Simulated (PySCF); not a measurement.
C$_{6}$H$_{11}$ClOSi (SMILES CC[C@H]([SiH3])CC(Cl)=C=O)

```xyz
20

C    -1.3789    1.3733    0.0354
C    -0.5912    0.6363   -1.0397
C     0.0077   -0.6975   -0.5827
Si   -1.3093   -1.9811   -0.0542
C     1.0481   -0.5242    0.5293
C     2.1792    0.3825    0.1258
Cl    3.2981   -0.2154   -1.0859
C     2.3389    1.6015    0.5401
O     2.4742    2.6803    0.9602
H    -0.7396    1.6457    0.8719
H    -2.1963    0.7582    0.4054
H    -1.7987    2.2900   -0.3733
H    -1.2499    0.4415   -1.8895
H     0.2124    1.2880   -1.3954
H     0.5371   -1.1100   -1.4497
H    -1.8135   -1.6809    1.2878
H    -2.4035   -1.9641   -1.0237
H    -0.6756   -3.3008   -0.0289
H     1.4708   -1.4987    0.7842
H     0.5850   -0.1138    1.4271
```

Geometry: GFN2-xTB.

Method: PBE0/pcSseg-1, SCF density, gas phase, non-relativistic (PySCF).

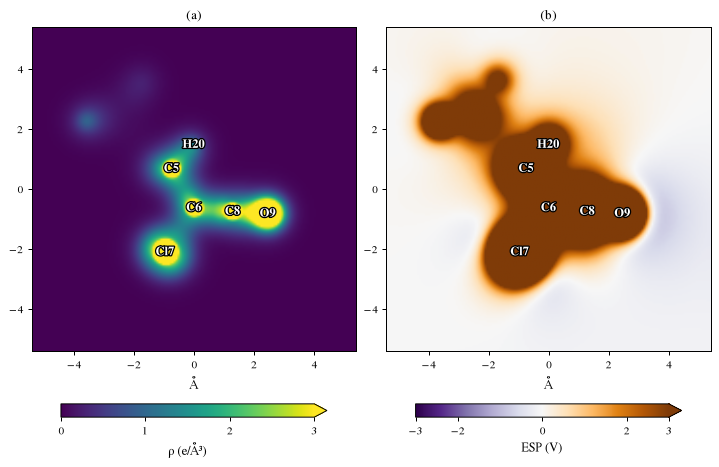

Figure 1. (a) electron density; (b) molecular electrostatic potential on the plane of atoms C5, C6 and Cl7.

What does the map show?

- Atoms in the plane: C, Cl, O and H.
- C–O (1.17 Å): the density is about 3.6 e/Å³ at the midpoint.
- C–C (1.30 Å): ρ at the midpoint is about 2.3 e/Å³.
- C–Cl (1.75 Å): ρ at the midpoint is about 1.4 e/Å³.
- C–H (1.09 Å): ρ at the midpoint is about 2 e/Å³.
- C–C (1.50 Å): the density is about 1.6 e/Å³ at the midpoint.
- Outside the dense part of the molecule the potential is most negative (−0.8 V) near O9.

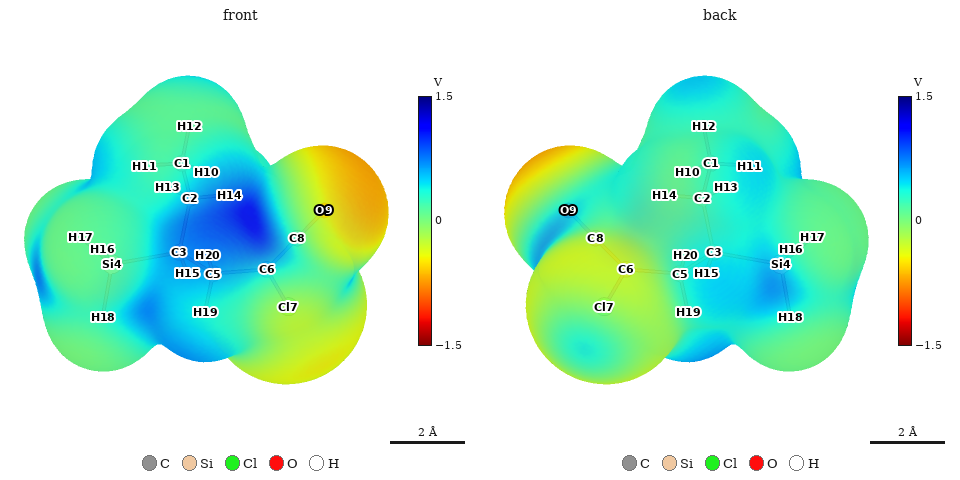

Figure 2. The molecular electrostatic potential painted on the density surface at 0.001 e/bohr³, seen from the front and from behind; the colour scale runs from red (negative) to blue (positive).

Describe the electrostatic potential map.

The most negative region (about −0.7 V) lies over O9, the most positive (about +1.1 V) over C8, H10 and H20. Cl7 shows a σ-hole: about +0.4 V at the tip opposite its bond, against about −0.2 V on its flanks.

How polar is the molecule by this calculation?

Its dipole moment is 1.49 D.
